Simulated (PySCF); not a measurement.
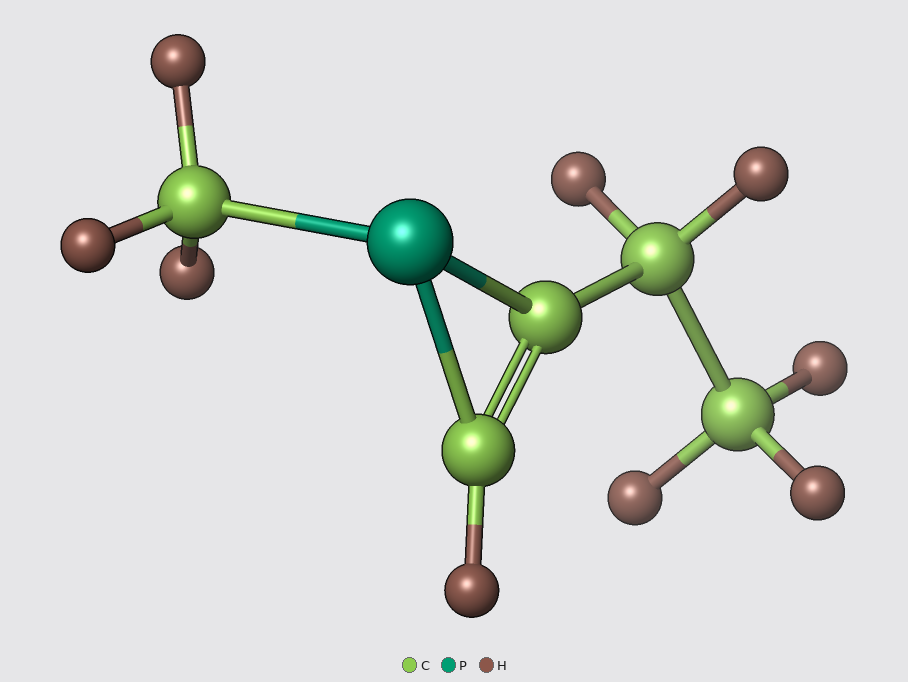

The picture shows a molecular structure as a ball-and-stick model.

The geometry was computed by an optimisation with GFN2-xTB. No frequency run is at hand to confirm it as a minimum.

Identify the structure.

Formula C5H9P. SMILES: `CCC1=CP1C`. Independent rings (smallest set): 1 of 3 members. Among its groups: alkene. The point group is C1. Coordination, clear cases only: 3 C tetrahedral; 1 P trigonal pyramidal.

More results for the same structure follow; atom numbers are the same in all pictures, views and colours differ.

## Geometry

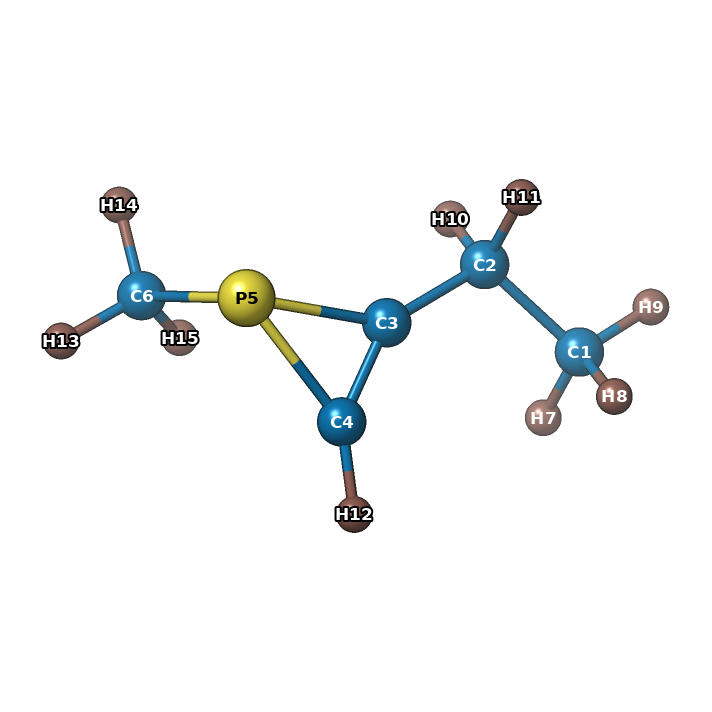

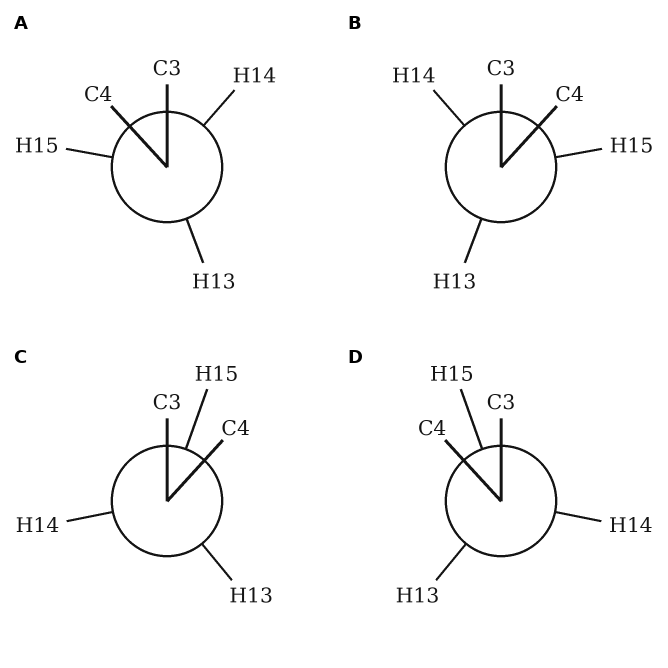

Atoms fade into the background with distance from the viewer. Bonds that would overlap in a projection are set slightly apart. No frequency run is at hand to confirm it as a minimum.

Which Newman projection shows the view along P5–C6, with P5 in front?

Answer. C. The torsion angle C3–P5–C6–H13 is 141°, anticlinal.

## Ring current

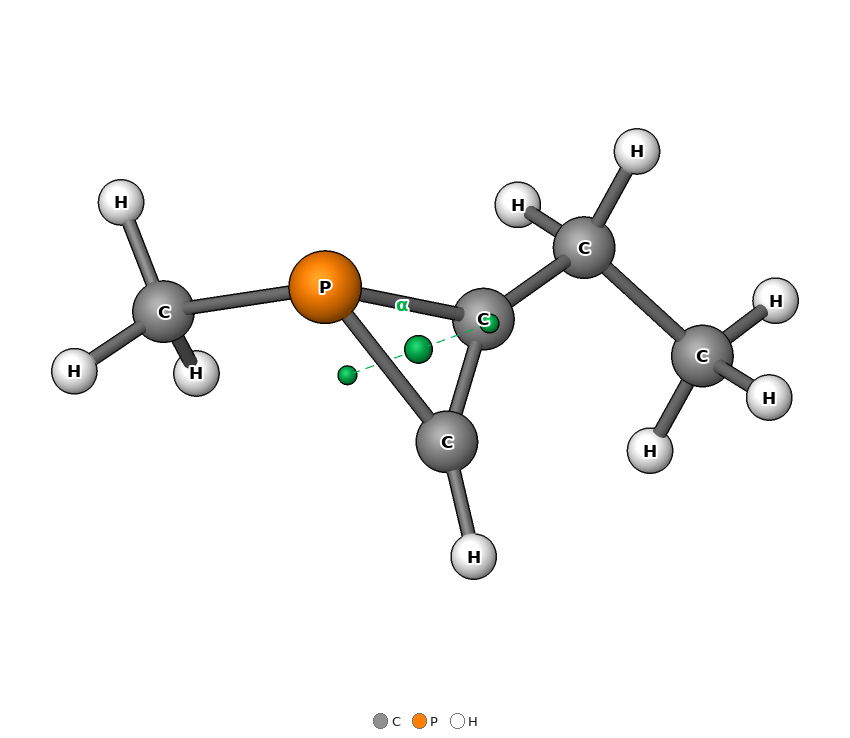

The small points mark where nucleus-independent chemical shifts (NICS) were computed: at the centre of each lettered ring and 1 Å above and below it. No frequency run is at hand to confirm it as a minimum. Level of theory: GIAO PBE0/pcSseg-1 NMR shielding, non-relativistic, gas phase (PySCF 2.14.0).

Give NICS(0), NICS(1) and the out-of-plane component NICS(1)zz for each ring (means of the two sides).

```
ring  members  NICS(0)  NICS(1)  NICS(1)zz
   α      C2P    −25.6     −7.5      −16.6
```

Values in ppm.

## Polarisability

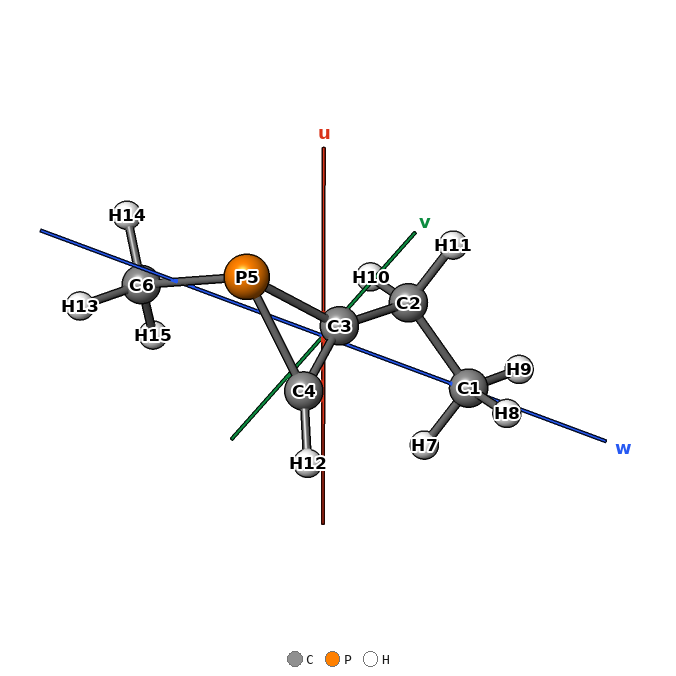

The lines u, v and w are the principal axes of the static dipole polarisability. No frequency run is at hand to confirm it as a minimum. Computed with PBE0/def2-SVPD (PySCF 2.14.0).

Along which axis is the molecule most polarisable, and along which least?

Answer. Most along w (close to the long direction C1···C6), least along v.

Give the three principal values.

Answer. u 77.4, v 72.1, w 104.3 bohr³; mean 84.6, anisotropy 29.8 bohr³.

## NMR shielding

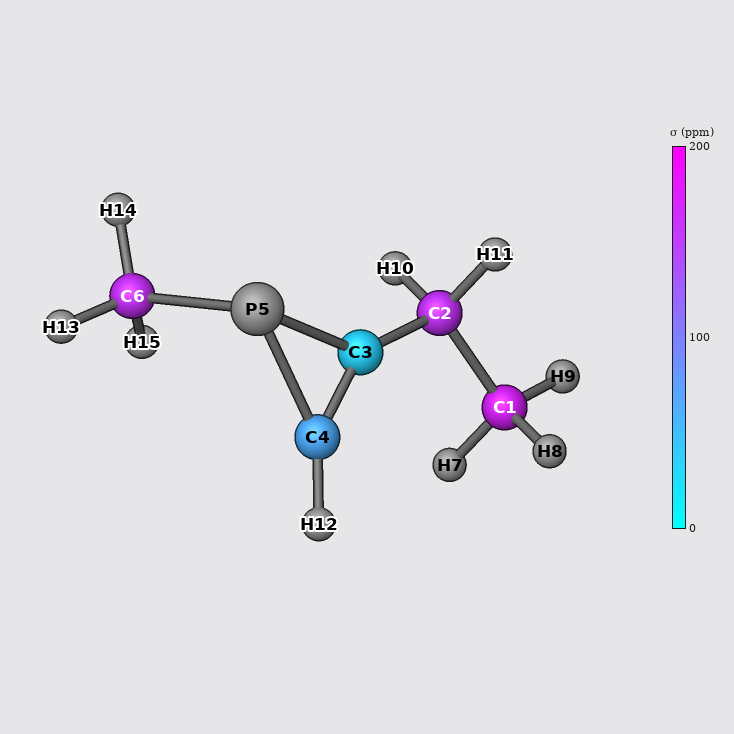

Atoms are coloured by their isotropic NMR shieldings (C only, the others grey). No frequency run is at hand to confirm it as a minimum. Properties computed with GIAO PBE0/pcSseg-1 NMR shielding, non-relativistic, gas phase (PySCF 2.14.0).

Give the isotropic NMR shieldings of the C atoms atom by atom.

| atom | σ (ppm) |
| --- | --- |
| C1 | 172.0 |
| C2 | 158.6 |
| C3 | 32.7 |
| C4 | 63.0 |
| C6 | 159.6 |

The geometry is semi-empirical. Around P such bond lengths and angles can be off by a tenth of an ångström or more and by several degrees, and values that hang on the shape move with them.
